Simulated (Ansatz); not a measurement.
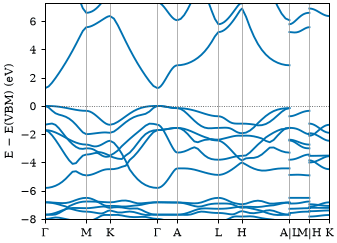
*Band structure from r²SCAN (plane waves, PAW; program Ansatz)*

Question: Read off the gap and where the band edges lie.

Answer: About 1.3 eV (1.26 eV by a search for the band edges); maximum at Γ, minimum at Γ.

Question: Which compound is it?
A. AlZnNO, P3m1 (Al on 1b, Zn on 1c, O on 1b, N on 1c)
B. AlGa3N4, P3m1 (Pearson symbol hP8)
C. BeCdO2, P3m1 (Cd on 1b, O on 1b, Be on 1c, O on 1c)
D. ScSnCN, P3m1 (Sc on 1b, Sn on 1c, C on 1b, N on 1c)

Answer: C, BeCdO2, P3m1 (Cd on 1b, O on 1b, Be on 1c, O on 1c)

The start of the workflow was typed in or built on a structure type; neither database checked (COD, Materials Project) lists it. Whether it is the stable phase at ambient conditions was not checked. The r²SCAN relaxation kept the symmetry of its start; its stability against distortions is not shown here. Scalar-relativistic: spin–orbit coupling is off unless named, which matters more the heavier the elements.

Potentials: the earlier of the program's two PAW sets. The files were generated under PBE; for other functionals the program regenerates the frozen cores, and for LDA and PBEsol the local potential too.
